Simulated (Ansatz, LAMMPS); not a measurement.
# Squeezing and shearing glassy 57SiO2-36ZnO-7P2O5 (mol %) (128 atoms), part 2 of 4

How stiff is glassy 57SiO2-36ZnO-7P2O5 (mol %) (128 atoms), and how do its levels respond to strain?

Ansatz 0.2.0; Kohn-Sham DFT, revPBE, PAW (set soft_2), plane waves.

The cell: 25 Si, 16 Zn, 6 P and 81 O. The quench rate of 25 K/ps far exceeds what a furnace or splat quench reaches. The starting topology of bonds comes from the classical model. The Brillouin zone is sampled at Γ only.

So far. Step 2 (Single point at the start): The r.m.s. force at the start is 1.4 eV/Å. Step 3 (Cell and atoms relaxed): The relaxation converged after 34 steps, with a largest force component of 0.027 eV/Å.

**4. Single point at the relaxed geometry**

One more single point at the end of the walk gives the fuller output and checks the residual forces.

The input, input.yaml:

```yaml
crystal:
  lattice:
    - [12.39177, -0.31084, 0.04412]
    - [-0.31084, 12.09846, -0.00439]
    - [0.04412, -0.00439, 12.08175]
  atoms:
    - { symbol: Si, position: [0.95073, 0.53271, 0.51836] }
    - { symbol: Si, position: [0.45007, 0.19539, 0.42457] }
    - { symbol: Si, position: [0.79658, 0.83307, 0.98097] }
    - { symbol: Si, position: [0.93365, 0.77863, 0.44229] }
    - { symbol: Si, position: [0.17629, 0.78166, 0.47942] }
    - { symbol: Si, position: [0.63981, 0.20329, 0.24314] }
    [... 116 atom lines left out ...]
    - { symbol: O, position: [0.87842, 0.87935, 0.5025] }
    - { symbol: O, position: [0.60759, 0.12566, 0.97504] }
    - { symbol: O, position: [0.09164, 0.0572, 0.59914] }
    - { symbol: O, position: [0.57081, 0.76299, 0.04036] }
    - { symbol: O, position: [0.37722, 0.51691, 0.86188] }
    - { symbol: O, position: [0.83942, 0.51118, 0.96711] }
kpoints:
  mp_grid: { grid: [1, 1, 1] }
hamiltonian:
  xc: revpbe
scf:
  occupations: { method: fixed }
output:
  forces: true
  stress: true
  populations: intrinsic
  dos:
    method: { smearing: { sigma: 0.1 } }
    de: 0.1
    projected: { site_lists: { O: [O], P: [P], Si: [Si], Zn: [Zn] } }
  eigenvalues: true
  write_density: true
  write_potential: true
  volumetric_format: npy
```

Command:

```sh
ansatz run input.yaml --threads 4 --pin off --max-ram 8192MiB --backend cpu --events-out ev --progress --plain --runs-dir out
```

Numbers of over 12 decimals in the logs are rounded to 6 here.

What it wrote:

```text
[...]
Crystal: 128 atoms, lattice volume = 1810.121 Å³
Basis set: ecut = 420 eV, 35373 PW (Γ), exchange–correlation on 180×162×162 points (8 copies of the dense FFT grid, shifted against one another)
Bands: 532, of which v1, the nominal top of the filled ones, is band 404 counted from 1 (403 counted from 0)
Symmetry: 1 space group operations
[...]
k-points: 1
[...]
SCF iter   1: F=—  HF=-119820.549098 eV  |F-HF|=—  |Δ(HF+E_count)|=         —  Δρ=3.90e-3  dr2=2.73e-1  ethr=1.77e-3  ⟨swp⟩=5.0  Hψ=2058  notcnv=0  defer=125
[...]
SCF iter  10: F=-119820.515065 eV  HF=-119820.515065 eV  |F-HF|=4.02e-8  |Δ(HF+E_count)|=   1.58e-7  Δρ=1.72e-6  dr2=5.91e-8  ethr=1.24e-11  ⟨swp⟩=24.0  Hψ=6081  notcnv=0
SCF 1 converged in 10 iterations: F = -119820.515065 eV  dr2 = 5.91e-8
[...]
WARN: The input density's exchange-correlation potential varies sharply where the density is thin. Do not read a vacuum level from v_tot or v_xc, or from such a field of the output density. On a cell that repeats whose density bears no net charge and no dipole along the vacuum's axis use v_es (v_loc + v_h of the components); [...]
SCF converged after 10 iterations
Free energy (F): -119820.515065 eV
[...]
Internal energy: -119820.515065 eV  (E = F + TS)
E sigma→0 (E₀):  -119820.515065 eV
Fermi energy:    3.206291 eV
[...]
--- Forces (eV/Å), atoms counted from 1 ---
  atom   1  Si    -0.00265690     0.00757767     0.00211740
  atom   2  Si    -0.01013015    -0.00542174     0.00094115
  atom   3  Si    -0.00110721    -0.00258011    -0.00416451
  atom   4  Si     0.00849338    -0.00453327    -0.00602791
  atom   5  Si     0.00095667    -0.00496569    -0.00329743
  atom   6  Si     0.00265629     0.00102533     0.00083197
  atom   7  Si     0.00307306    -0.00271130     0.00588927
  atom   8  Si     0.00005384     0.01126669     0.00546106
  atom   9  Si    -0.00084606     0.01069369     0.00224996
  atom  10  Si     0.00164960    -0.00019953     0.00124207
  atom  11  Si    -0.00495227    -0.00405806     0.00154094
  atom  12  Si    -0.00899386     0.00251506     0.00291296
  atom  13  Si    -0.00230850     0.00145144    -0.00238874
  atom  14  Si    -0.00937908     0.00502655     0.00465859
[...]
atom 127  O      0.00486084    -0.00208050    -0.00167933
  atom 128  O     -0.00282505    -0.00090826     0.00491039
  max |Σ_I F_I| component: 9.82e-5 eV/Å
--- Stress (GPa, compression-positive) ---
        0.022200      -0.015468      -0.003175
       -0.015469      -0.002031      -0.000302
       -0.003174      -0.000303      -0.005330
  P = ⅓ Tr σ = 0.0049 GPa (0.049 kbar)
--- Band table (eV) ---
[...]
--- intrinsic populations: 128 sites ---
  site symbol       q [e]
     0     Si      2.2184
     1     Si      2.2944
     2     Si      2.2610
[...]
127      O      6.8983
  spilling = -0.000000 (of n_electrons = 808.000000)
```

It took 21 s on 4 threads of Intel Xeon 6975P-C (Granite Rapids), shared host; peak memory 2.8 GiB.

The program notes that the exchange-correlation potential is rough where the density is thin.

Read from the output:

```yaml
free_energy: -119820.5151 eV
free_energy_per_atom: -936.0978 eV/atom
scf_cycles: 10
pressure: 0.004946 GPa
r_m_s_force_component: 0.00548 eV/Å
longest_force: 0.02694 eV/Å
fermi_energy: 3.206 eV
spacing_of_highest_filled_and_lowest_empty_level: 3.062 eV
```

Intrinsic-atomic-orbital charges by element and coordination:

```tsv
element	coordination	atoms	mean charge (e)	spread	least	most
O	all	81	-0.988	0.106	-1.36	-0.872
O	2	57	-0.944	0.0784	-1.10	-0.872
O	3	24	-1.09	0.0911	-1.36	-0.914
P	all	6	2.16	0.0234	2.12	2.19
Si	all	25	1.73	0.0381	1.63	1.79
Zn	all	16	1.49	0.0152	1.46	1.52
Zn	3	4	1.48	0.016	1.46	1.50
Zn	4	11	1.49	0.0129	1.47	1.52
Zn	6	1	1.52	0	1.52	1.52
```

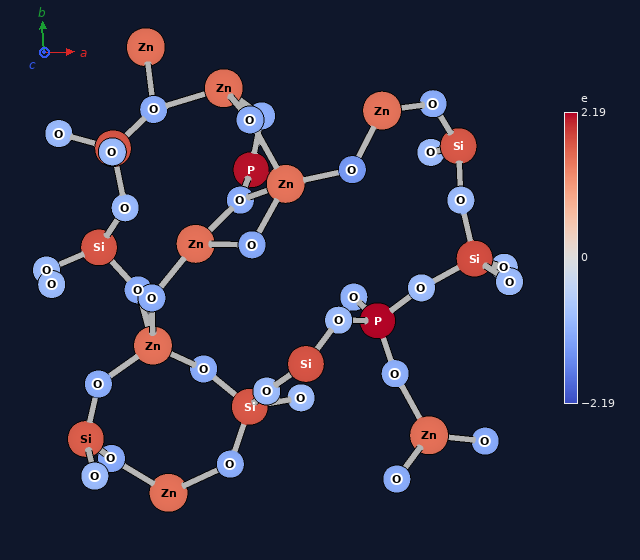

Atoms coloured by intrinsic-atomic-orbital charge. Drawn is a slice 4 Å thick, seen along the normal of the ab plane. Bonds to atoms that aren't drawn are left out.

Density of states as counts of states in windows of 1 eV (from the Fermi level), total and the larger projections:

```tsv
from (eV)	to (eV)	total	O p	Zn d	Si p	O s
-18	-17	39.7	0.4	0.3	3.9	32.1
-17	-16	11.1	0.1	0.1	1.2	9.1
-16	-11	0.0	0.0	0.0	0.0	0.0
-11	-10	7.9	4.8	0.0	0.3	0.8
-10	-9	11.0	7.1	0.1	0.4	0.6
-9	-8	18.8	12.4	0.4	1.1	1.2
-8	-7	23.1	15.7	1.1	2.0	1.0
-7	-6	47.5	31.2	6.5	5.1	0.9
-6	-5	85.9	34.2	44.0	3.9	0.9
-5	-4	118.0	36.6	73.3	2.5	2.0
-4	-3	87.3	61.4	16.2	3.2	2.6
-3	-2	99.1	82.9	8.5	2.4	1.7
-2	-1	92.6	82.5	5.6	1.2	0.8
-1	0	52.8	47.8	3.2	0.6	0.3
0	1	1.9	1.7	0.1	0.0	0.0
1	2	0.0	0.0	0.0	0.0	0.0
2	3	0.2	0.0	0.0	0.0	0.0
3	4	3.1	0.3	0.0	0.1	0.6
4	5	10.7	1.5	0.1	0.6	1.5
```

With fixed occupations the program's Fermi level is the highest filled level; weight inside the gap is the broadening of levels at its edges.

Between -22 and -18 eV lie 111 more states.

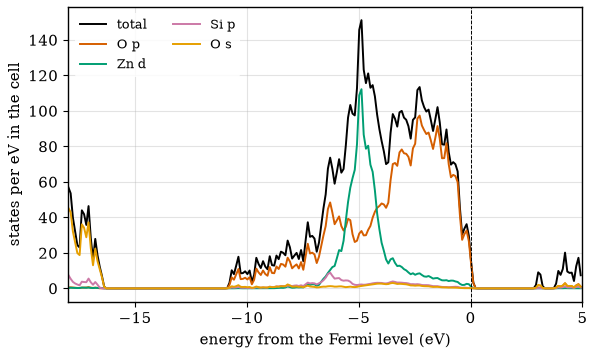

Total and projected density of states, with the broadening of the input.

The levels nearest the highest filled one (over half full), pooled over k-points and spins:

```tsv
level less the highest filled one (eV)	occupation
-0.269	2
-0.268	2
-0.187	2
-0.128	2
-0.0951	2
0	2
3.06	0
3.95	0
4.19	0
4.23	0
4.48	0
4.75	0
```

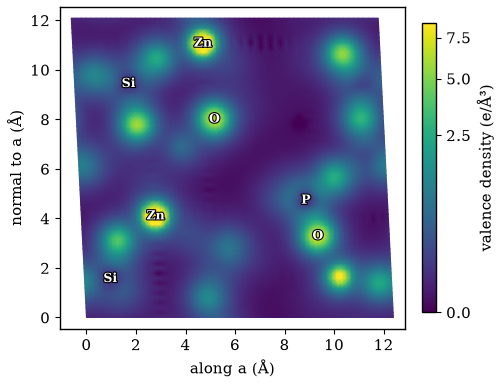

Valence density in the ab plane at fractional z = 0.477, with atoms of Si and Zn and P and O within 0.2 Å of it. It is the smooth field of the valence electrons, not physical close to the nuclei. The colour scale is stretched toward low values.

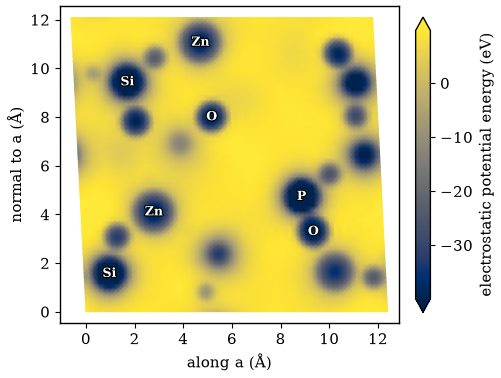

Electrostatic potential energy in the ab plane at fractional z = 0.477, with atoms of Si and Zn and P and O within 0.2 Å of it. With pseudopotentials it is smooth inside the atoms' cores, unlike the true potential.

The highest filled and lowest empty levels differ by 3.06 eV (at Γ alone); a semilocal functional tends to put such gaps too low. In a disordered cell it changes from sample to sample, and tail or defect levels can set it. Mean intrinsic-atomic-orbital charges: O -0.99, P +2.16, Si +1.73, Zn +1.49 e.

**5. Volume -3 %**

The relaxed cell is scaled evenly and the atoms are relaxed again; the stress at the end gives one point of P(V).

input.yaml, the sections that differ from step 4:

```yaml
crystal:
  lattice:
    - [12.26659, -0.3077, 0.04367]
    - [-0.3077, 11.97624, -0.00435]
    - [0.04367, -0.00435, 11.9597]
  atoms:
    [... the 128 atom lines of step 4 ...]
output:
  forces: true
  eigenvalues: true
  stress: true
relax:
  f_tol: 0.05
  max_steps: 70
# kpoints, hamiltonian, scf: as in step 4
```

What it wrote:

```text
Warning: output.stress: scf.convergence.dr2_threshold = 1e-7 eV (the SCF's general default) is looser than the 1.08e-8 eV advised for a printed stress (1e-10 eV for each atom of the cell: 128, of which 108 are counted). What an SCF threshold leaves in a stress goes as its square root, and in the free energy as the threshold itself, and one threshold admits the most on a small cell: [...]
[...]
Crystal: 128 atoms, lattice volume = 1755.816 Å³
Basis set: ecut = 420 eV, 34307 PW (Γ), exchange–correlation on 180×162×160 points (8 copies of the dense FFT grid, shifted against one another)
Bands: 532, of which v1, the nominal top of the filled ones, is band 404 counted from 1 (403 counted from 0)
Symmetry: 1 space group operations
[...]
k-points: 1
[...]
SCF iter   1: F=—  HF=-119819.760814 eV  |F-HF|=—  |Δ(HF+E_count)|=         —  Δρ=3.94e-3  dr2=2.60e-1  ethr=1.77e-3  ⟨swp⟩=5.0  Hψ=2080  notcnv=0  defer=125
[...]
SCF iter   6: F=—  HF=-119819.729725 eV  |F-HF|=—  |Δ(HF+E_count)|=   4.31e-4  Δρ=7.30e-5  dr2=7.80e-5  ethr=5.50e-8  ⟨swp⟩=3.0  Hψ=758  notcnv=0  defer=126
SCF iter   7: F=-119819.729734 eV  HF=-119819.729732 eV  |F-HF|=1.24e-6  |Δ(HF+E_count)|=   7.50e-6  Δρ=2.62e-5  dr2=1.10e-5  ethr=7.74e-9  ⟨swp⟩=19.0  Hψ=3725  notcnv=0
SCF 1 converged in 7 iterations: F = -119819.729734 eV  dr2 = 1.10e-5
[...]
relax step   1: F+E_penalty+E_count = -119819.72973371 eV  Δ(F+E_penalty+E_count) = +0.000e0 eV  max|allowed force component| = 6.441e-1 eV/Å  Δτ_max = 0.0000 Å  (7 SCF iters, dr2 threshold 6.25e-5 eV, accepted)
[...]
relax step   2: F+E_penalty+E_count = -119819.99694488 eV  Δ(F+E_penalty+E_count) = -2.672e-1 eV  max|allowed force component| = 3.478e-1 eV/Å  Δτ_max = 0.0298 Å  (6 SCF iters, dr2 threshold 2.59e-5 eV, accepted)
[...]
relax step   3: F+E_penalty+E_count = -119820.17368265 eV  Δ(F+E_penalty+E_count) = -1.767e-1 eV  max|allowed force component| = 2.130e-1 eV/Å  Δτ_max = 0.0478 Å  (8 SCF iters, dr2 threshold 7.56e-6 eV, accepted)
relax step   4: F+E_penalty+E_count = -119820.10376944 eV  Δ(F+E_penalty+E_count) = +6.991e-2 eV  max|allowed force component| = 4.676e-1 eV/Å  Δτ_max = 0.2000 Å  (8 SCF iters, dr2 threshold 1.32e-5 eV, rejected (line search))
relax step   5: F+E_penalty+E_count = -119820.21433603 eV  Δ(F+E_penalty+E_count) = -4.065e-2 eV  max|allowed force component| = 8.992e-2 eV/Å  Δτ_max = 0.0842 Å  (11 SCF iters, accepted)
relax step   6: F+E_penalty+E_count = -119820.20933256 eV  Δ(F+E_penalty+E_count) = +5.003e-3 eV  max|allowed force component| = 1.343e-1 eV/Å  Δτ_max = 0.1000 Å  (10 SCF iters, rejected (line search))
relax step   7: F+E_penalty+E_count = -119820.22571228 eV  Δ(F+E_penalty+E_count) = -1.138e-2 eV  max|allowed force component| = 6.601e-2 eV/Å  Δτ_max = 0.0449 Å  (9 SCF iters, accepted)
relax step   8: F+E_penalty+E_count = -119820.23384263 eV  Δ(F+E_penalty+E_count) = -8.130e-3 eV  max|allowed force component| = 9.155e-2 eV/Å  Δτ_max = 0.0500 Å  (9 SCF iters, accepted)
relax step   9: F+E_penalty+E_count = -119820.23053637 eV  Δ(F+E_penalty+E_count) = +3.306e-3 eV  max|allowed force component| = 1.167e-1 eV/Å  Δτ_max = 0.0750 Å  (8 SCF iters, dr2 threshold 4.52e-6 eV, rejected (line search))
relax step  10: F+E_penalty+E_count = -119820.24010085 eV  Δ(F+E_penalty+E_count) = -6.258e-3 eV  max|allowed force component| = 4.023e-2 eV/Å  Δτ_max = 0.0361 Å  (9 SCF iters, accepted)
[...]
relax step  11: F+E_penalty+E_count = -119820.24251739 eV  Δ(F+E_penalty+E_count) = -2.417e-3 eV  max|allowed force component| = 4.871e-2 eV/Å  Δτ_max = 0.0364 Å  (9 SCF iters, accepted)
SCF converged after 9 iterations
Free energy (F): -119820.242517 eV
[...]
Internal energy: -119820.242517 eV  (E = F + TS)
E sigma→0 (E₀):  -119820.242517 eV
Fermi energy:    3.497301 eV
[...]
Σ components = -119820.242517   (vs F -119820.242517, Δ=0.00e0)
--- Forces (eV/Å), atoms counted from 1 ---
  atom   1  Si     0.00645020    -0.00706916     0.00459567
  atom   2  Si    -0.00135686     0.01076674     0.00101070
  atom   3  Si     0.00173399    -0.00719519    -0.00437477
  atom   4  Si    -0.00420002     0.00102862    -0.00100241
[...]
atom 128  O     -0.00878279    -0.00692066    -0.00110605
  max |Σ_I F_I| component: 5.07e-5 eV/Å
--- Stress (GPa, compression-positive) ---
        1.660005       0.071996       0.083492
        0.071994       1.697190       0.101437
        0.083494       0.101437       1.391650
  P = ⅓ Tr σ = 1.5829 GPa (15.829 kbar)
--- Band table (eV) ---
[...]
--- Relaxed structure (11 steps of the walk, 8 accepted, 0 SCFs on fresh bases) ---
  F+E_penalty+E_count = -119820.24251739 eV   max|allowed force component| = 4.871e-2 eV/Å
  atoms:
    - { symbol: Si, position: [0.949425, 0.537325, 0.516583] }
    - { symbol: Si, position: [0.449759, 0.195405, 0.427216] }
    - { symbol: Si, position: [0.794147, 0.833527, 0.980668] }
    - { symbol: Si, position: [0.934993, 0.783355, 0.441630] }
[...]
- { symbol: O, position: [0.845460, 0.512811, 0.964484] }
```

It took 2.8 min on 4 threads; peak memory 2.8 GiB; 11 min of CPU time.

The program notes that the SCF threshold is loose for the stress.

The relaxation converged after 11 steps, 0.513 eV below its start, with a largest force component of 0.049 eV/Å.

Volume -3 %: the energy stands 0.273 eV above that of the reference, at a pressure of 1.58 GPa.

**6. Volume +3 %**

The relaxed cell is scaled to another volume.

Input and log are left out; they have the form of those shown for this kind of step.

It took 2.4 min on 4 threads of Intel Xeon 6975P-C (Granite Rapids), shared host; peak memory 3 GiB.

The relaxation converged after 9 steps, 0.463 eV below its start, with a largest force component of 0.046 eV/Å.

Volume +3 %: the energy stands 0.239 eV above that of the reference, at a pressure of -1.43 GPa.

**7. Volume -6 %**

The relaxed cell is scaled to another volume.

Input and log are left out; they have the form of those shown for this kind of step.

Run time: 4.3 min. Hardware: 4 threads of Intel Xeon 6975P-C (Granite Rapids), shared host; peak memory 2.8 GiB.

The relaxation converged after 18 steps, 2.29 eV below its start, with a largest force component of 0.028 eV/Å.

Volume -6 %: the energy stands 1.02 eV above that of the reference, at a pressure of 3.48 GPa.

[end of part 2 of 4]

[Logs are printed without paths, hosts, clocks, repeated set-up lines and the standing remarks that a program may print on its own settings, such as how far it seeks lower states.]

[Hosts, paths, dates, database ids (printed as entryN), source tags and the programs' standing remarks are cut or masked in the printed files.]
